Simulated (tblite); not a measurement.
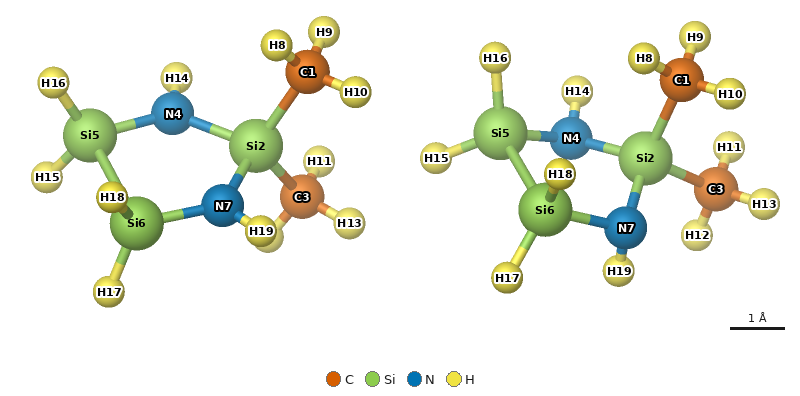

Two geometries of C$_{2}$H$_{12}$N$_{2}$Si$_{3}$ (charge +1, multiplicity 2), drawn at one scale. One is the start of a relaxation, the other its converged end. The picture is a ball-and-stick view, seen at a tilt.

Theory: GFN2-xTB geometry optimisation, gas phase in tblite 0.8.0. 

**Which of the two is the end point?**

The left one is the relaxed one. The largest move after the best rigid fit is that of H19, 1.73 Å. Largest moves by element: H 1.73 Å, N 0.60 Å, C 0.51 Å, Si 0.33 Å. Some distances before and after: Si2–Si5 2.777 → 3.129 Å, Si2–Si6 2.786 → 3.131 Å, Si5–Si6 2.323 → 2.501 Å, Si2–N4 1.711 → 1.780 Å. Among the angles between lasting bonds that change: Si2–N4–Si5 108.0° → 128.3°, Si6–Si5–H15 116.0° → 104.8°, N4–Si2–N7 108.0° → 97.3°. After 120 geometry steps the energy has fallen by 123.1 kJ/mol.
